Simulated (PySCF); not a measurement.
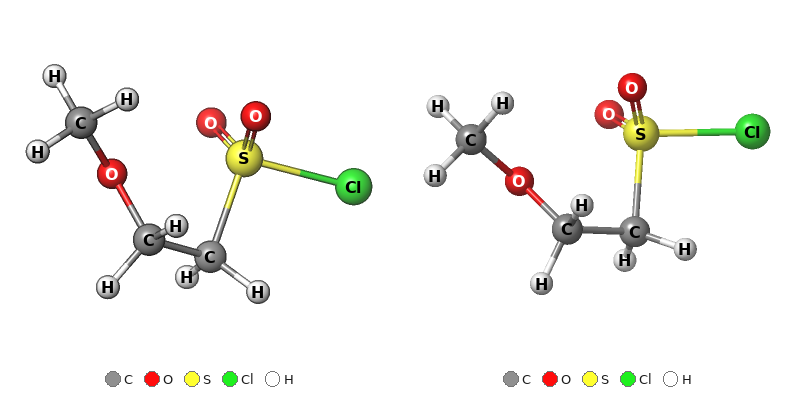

Both panels show the same species.

The computed structure is the end point of a GFN2-xTB optimisation. No frequency run is at hand to confirm it as a minimum.

What does the picture show?

Formula C3H7ClO3S. Its SMILES string is `COCCS(=O)(=O)Cl`. It has no ring. Among its groups: ether. The point group is C1. Coordination: 3 C tetrahedral; 1 O bent; 1 S tetrahedral.

More results for the same structure follow; atom numbers are the same in all pictures, views and colours differ.

Shape

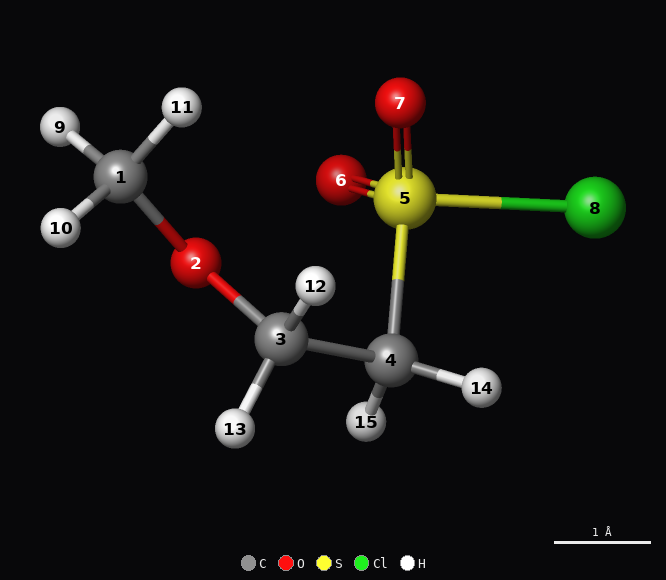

Atoms carry their numbers in the input. No frequency run is at hand to confirm it as a minimum.

Which atoms are bonded, and how long are the bonds?

```json
{"bond": "C1–O2", "length (Å)": "1.412", "order": "single"}
{"bond": "C1–H9", "length (Å)": "1.087", "order": "single"}
{"bond": "C1–H10", "length (Å)": "1.095", "order": "single"}
{"bond": "C1–H11", "length (Å)": "1.094", "order": "single"}
{"bond": "O2–C3", "length (Å)": "1.412", "order": "single"}
{"bond": "C3–C4", "length (Å)": "1.509", "order": "single"}
{"bond": "C3–H12", "length (Å)": "1.097", "order": "single"}
{"bond": "C3–H13", "length (Å)": "1.099", "order": "single"}
{"bond": "C4–S5", "length (Å)": "1.831", "order": "single"}
{"bond": "C4–H14", "length (Å)": "1.084", "order": "single"}
{"bond": "C4–H15", "length (Å)": "1.084", "order": "single"}
{"bond": "S5–O6", "length (Å)": "1.421", "order": "double"}
{"bond": "S5–O7", "length (Å)": "1.426", "order": "double"}
{"bond": "S5–Cl8", "length (Å)": "2.048", "order": "single"}
```

Dipole moment

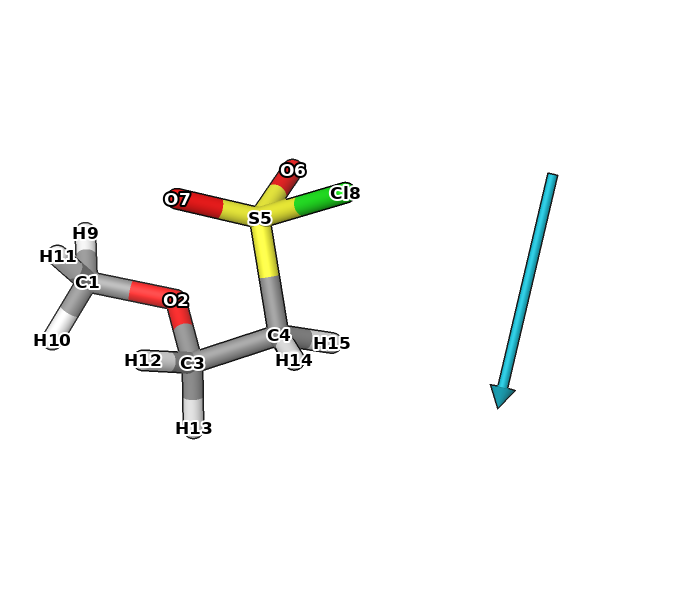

The arrow beside the molecule shows the direction of the dipole moment, from the negative to the positive end (its length means nothing). No frequency run is at hand to confirm it as a minimum. Level of theory: CAM-B3LYP/def2-SVPD, gas phase (PySCF 2.14.0).

Question: Estimate the dipole moment.

Answer: 4.95 D; it points from the side of O6, Cl8 to the side of H13 (the outermost atoms at the two ends).

Excitation

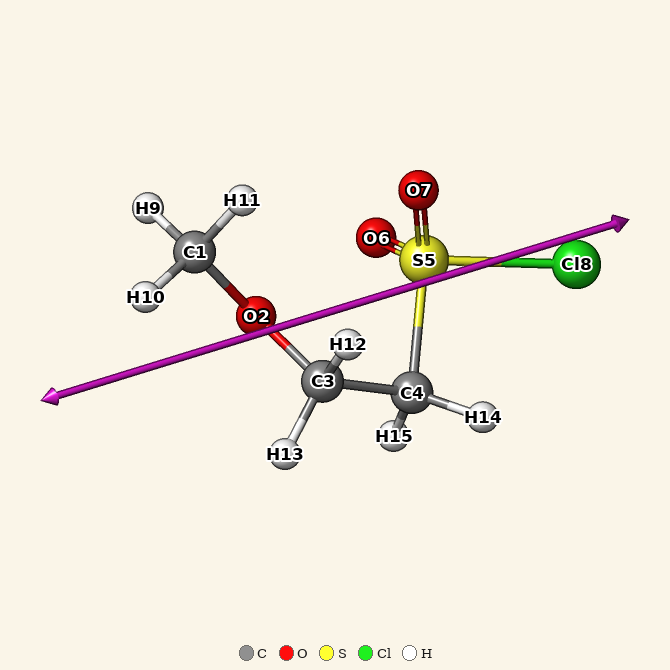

The double arrow shows the direction of the transition dipole to excited singlet state 7 (its length means nothing). No frequency run is at hand to confirm it as a minimum. Method: TDDFT CAM-B3LYP/def2-SVPD, vertical, gas phase, core orbitals frozen in the response (PySCF 2.14.0).

Question: How is the transition polarised?

Answer: Close to the long direction C1···Cl8.

Question: Where does the transition lie, and how strong is it?

Answer: 8.03 eV (154 nm), oscillator strength 0.14, of mixed character, with the largest part HOMO → LUMO+3 (weight 0.38); transition dipole 2.15 D.

Polarisability

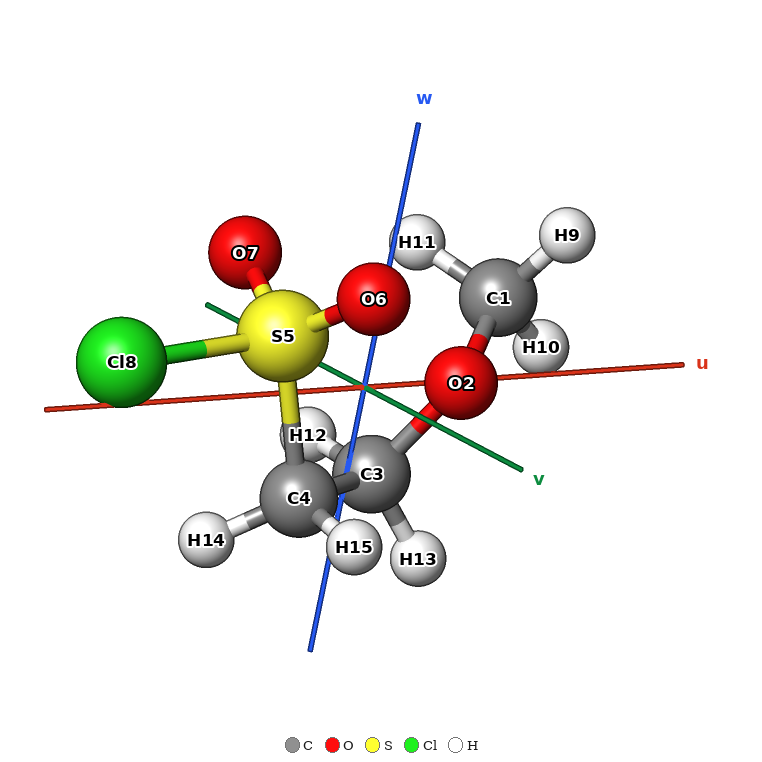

The lines u, v and w are the principal axes of the static dipole polarisability. No frequency run is at hand to confirm it as a minimum. Computed with CAM-B3LYP/def2-SVPD (PySCF 2.14.0).

Question: Along which axis is the molecule most polarisable, and along which least?

Answer: Most along u (close to the long direction C1···Cl8), least along v.

Question: Give the three principal values.

Answer: u 101.3, v 69.3, w 77.3 bohr³; mean 82.7, anisotropy 28.8 bohr³.
